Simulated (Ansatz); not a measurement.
```yaml
atoms:
  - { symbol: Br, position_ang: [-1.0198, -3.5494, -1.6738] }
  - { symbol: Br, position_ang: [-1.0209, -0.6190, 0.4126] }
  - { symbol: Cl, position_ang: [-0.2946, -3.7461, 1.7041] }
  - { symbol: Cl, position_ang: [-3.4166, -3.0889, 0.7793] }
  - { symbol: Si, position_ang: [-1.4507, -2.7711, 0.3340] }
```

Geometry: PBE0-D4/def2-SVP.

These are results of Ansatz 0.2.0, isolated molecule in a Gaussian basis; Kohn-Sham density functional theory, functional PBE0, not measurements.

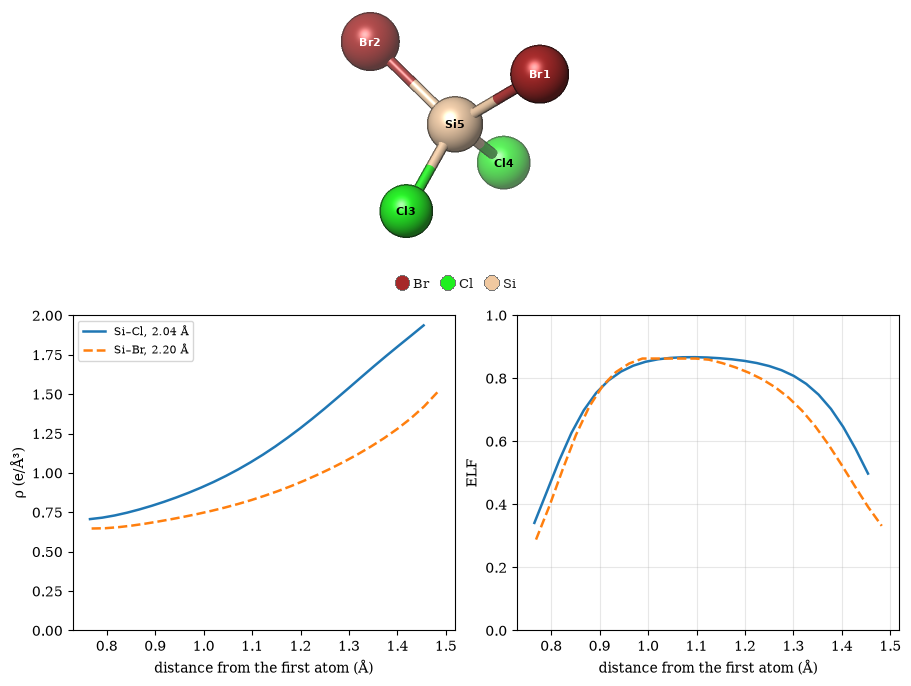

Br2Cl2Si (SMILES Cl[Si](Cl)(Br)Br). Electron density and electron localisation function along straight lines between neighbouring atoms. The curves leave out the atomic cores. The structure is drawn too.

Question: What kind of bonding do the profiles show?

Answer: Si–Cl (2.04 Å): the density is about 0.94 e/Å³ at the midpoint; the ELF peaks at about 0.85 between the atoms: a polar covalent bond.
Si–Br (2.20 Å): ρ at the midpoint is about 0.83 e/Å³; the ELF peaks at about 0.85 between the atoms: a polar covalent bond.
